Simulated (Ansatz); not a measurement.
# Zn$_{13}$Ga$_{2}$O$_{16}$: what the fields show

Input file:

```
crystal:
  lattice:
    - [6.4988, 0.0, 0.0]
    - [-3.2494, 5.62812589, 0.0]
    - [0.0, 0.0, 10.4076]
  atoms:
    - { symbol: Zn, position: [0.166839, 0.333744, 0.500165] }
    - { symbol: Zn, position: [0.166015, 0.833786, 0.000223] }
    - { symbol: Zn, position: [0.333065, 0.666957, 0.250182] }
    - { symbol: Zn, position: [0.166814, 0.833348, 0.500273] }
    - { symbol: Zn, position: [0.332965, 0.666585, 0.749759] }
    - { symbol: Zn, position: [0.666966, 0.333353, -0.000146] }
    - { symbol: Zn, position: [0.832942, 0.166538, 0.250004] }
    - { symbol: Zn, position: [0.666529, 0.33398, 0.500503] }
    - { symbol: Zn, position: [0.831978, 0.165722, 0.749913] }
    - { symbol: Zn, position: [0.666456, 0.83344, 0.000109] }
    - { symbol: Zn, position: [0.834392, 0.666111, 0.249811] }
    - { symbol: Zn, position: [0.667688, 0.833657, 0.500332] }
    - { symbol: Zn, position: [0.833076, 0.665843, 0.750084] }
    - { symbol: Ga, position: [0.333388, 0.166053, 0.249658] }
    - { symbol: Ga, position: [0.333297, 0.166194, 0.749951] }
    - { symbol: O, position: [0.166714, 0.333351, 0.190747] }
    - { symbol: O, position: [0.33363, 0.167112, 0.44116] }
    - { symbol: O, position: [0.166258, 0.333699, 0.690749] }
    - { symbol: O, position: [0.333773, 0.166131, 0.941457] }
    - { symbol: O, position: [0.166657, 0.832709, 0.190843] }
    - { symbol: O, position: [0.33336, 0.666803, 0.440509] }
    - { symbol: O, position: [0.166113, 0.833433, 0.690767] }
    - { symbol: O, position: [0.333451, 0.667046, 0.940176] }
    - { symbol: O, position: [0.666794, 0.333946, 0.190851] }
    - { symbol: O, position: [0.832928, 0.167043, 0.441127] }
    - { symbol: O, position: [0.667115, 0.333161, 0.690259] }
    - { symbol: O, position: [0.833278, 0.166444, 0.941388] }
    - { symbol: O, position: [0.666763, 0.832518, 0.190402] }
    - { symbol: O, position: [0.833775, 0.667007, 0.44068] }
    - { symbol: O, position: [0.666666, 0.833556, 0.691234] }
    - { symbol: O, position: [0.833771, 0.666795, 0.940953] }
scf:
  occupations: { method: gaussian, width: 0.05 }
output:
  forces: true
  stress: true
  write_density: true
  write_potential: true
  elf: true
  volumetric_format: npy
hamiltonian:
  xc: lda
kpoints:
  mp_grid: { grid: [4, 4, 3] }
relax:
  f_tol: 0.01
  max_steps: 60
  cell: { stress_tol: 0.05 }
```

Launched as:

```sh
ansatz run input.yaml --threads 8 --pin off --max-ram 20480MiB --backend cpu --events-out ev --progress --plain --runs-dir out
```

Below, planes, directions and counts refer to the conventional cell (a = 11.04 Å, b = 6.37 Å, c = 10.22 Å, α = 90.00°, β = 90.06°, γ = 90.00°).

The fields are those of the run's last geometry, not of the input's.

Space group Cm.

The calculation used Ansatz, DFT LDA, scalar-relativistic, plane waves, PAW.

Core electrons are frozen (PAW), and the valence fields are smoothed inside the atomic spheres.

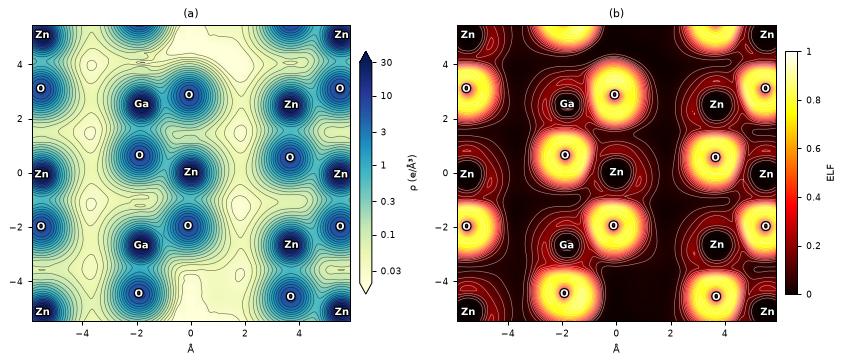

Figure 1. (a) valence pseudo-density; (b) electron localisation function on the (010) plane of the conventional cell.

What do the fields say about this system?

Answer. The section cuts through Zn, Ga and O sites.
Ga–O (1.79 Å): the density is about 0.94 e/Å³ at the midpoint; the ELF peaks at about 0.80 in the valence shell of O, 0.6 Å from its nucleus, and is about 0.45 at the midpoint.
Ga–O (1.88 Å): ρ at the midpoint is about 0.78 e/Å³; the ELF peaks at about 0.80 in the valence shell of O, 0.6 Å from its nucleus, and is about 0.40 at the midpoint.
Zn–O (1.91 Å): the density is about 0.7 e/Å³ at the midpoint; the ELF peaks at about 0.85 in the valence shell of O, 0.6 Å from its nucleus, and is about 0.30 at the midpoint (no localised pair shows between them).
Zn–O (1.95 Å): ρ at the midpoint is about 0.63 e/Å³; the ELF peaks at about 0.85 in the valence shell of O, 0.6 Å from its nucleus, and is about 0.25 at the midpoint: no localised pair shows between them.
Zn–O (1.98 Å): ρ at the midpoint is about 0.59 e/Å³; the ELF peaks at about 0.85 in the valence shell of O, 0.6 Å from its nucleus, and is about 0.25 at the midpoint; no localised pair shows between them.
Between the atoms the lowest density in this plane is 0.008 e/Å³.
The ELF also peaks beside O, away from the bonds: lone-pair regions.

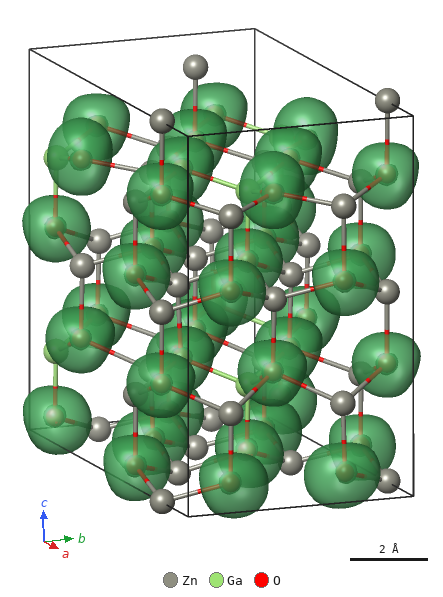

Figure 2. Isosurface of the electron localisation function at 0.6 (green), seen slightly off an axis. Only the valence region is drawn (cores and ρ < 0.01 e/Å³ removed). Sticks mark near contacts.

Where are the electrons localised?

Answer. At this value the surface marks out 32 regions wrapped around O (the valence shell of each), counted in one cell of 62 atoms. Any copies at cell faces, edges or corners count once.


 Zn–O (1.85 Å): the ELF peaks at about 0.80 in the valence shell of O, 0.6 Å from its nucleus, and is about 0.35 at the midpoint.
